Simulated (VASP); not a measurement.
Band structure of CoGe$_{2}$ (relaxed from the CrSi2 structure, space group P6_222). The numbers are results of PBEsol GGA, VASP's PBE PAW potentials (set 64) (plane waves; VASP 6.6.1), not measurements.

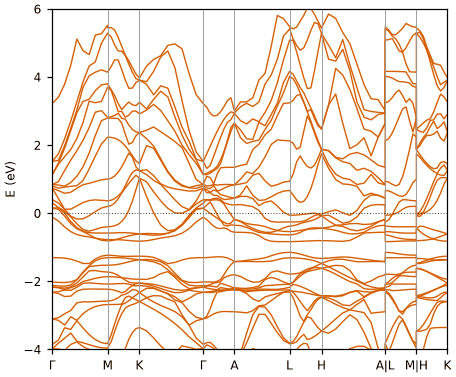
Figure. Bands along high-symmetry lines, zero at the valence-band maximum or, without a gap, the Fermi level

Problem. Read the plot: is there a gap, and where are the band edges?

Solution. It has no gap at this level: it comes out as a metal or semimetal. (Edges off the drawn lines would not show.)

The structure was generated: CoGe2 was put into the CrSi2 type (P6_222), which need not be its known phase. It was relaxed first. The run is not spin-polarised, so no magnetic state was tried. The electron count is odd and the run is not spin-polarised, which forces a metal.
